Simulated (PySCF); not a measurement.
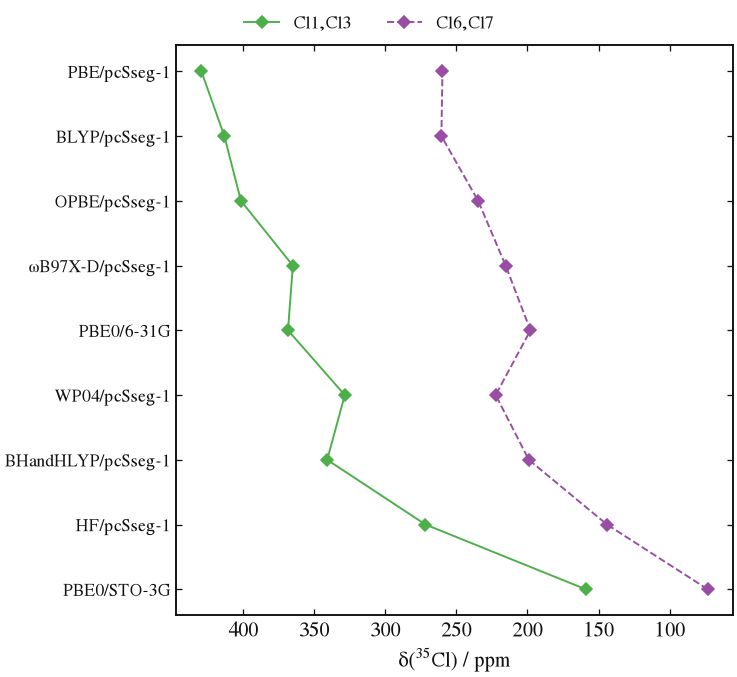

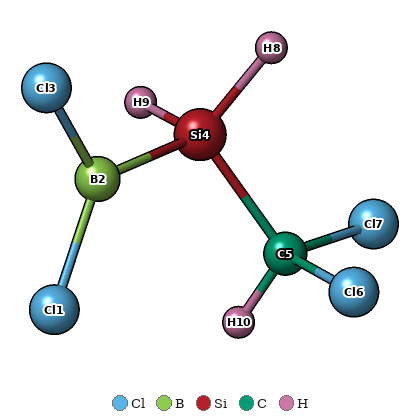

GIAO ³⁵Cl shifts of CH₃BCl₄Si, SMILES ClB(Cl)[SiH2]C(Cl)Cl at several levels, one geometry, PySCF 2.14.0, at a PBE0-D3(BJ)/def2-SVP geometry (no frequency check); values of one conformer, averaged over nuclei that symmetry or rotation about single bonds exchange, these motions taken as fast; other conformers aren't averaged in; each against HCl at the same level (Cl: the usual scale starts at aqueous chloride instead).

Which of the plotted signals depends most on the level, and by how much?

Answer. That of Cl1 and Cl3: from 159.0 ppm (PBE0/STO-3G) to 429.2 ppm (PBE/pcSseg-1), a spread of 270.1 ppm. The steadiest, Cl6 and Cl7, moves by 187.2 ppm.

Do all levels give the signals in the same order?

Answer. Yes, the order of the signals is the same at every level.
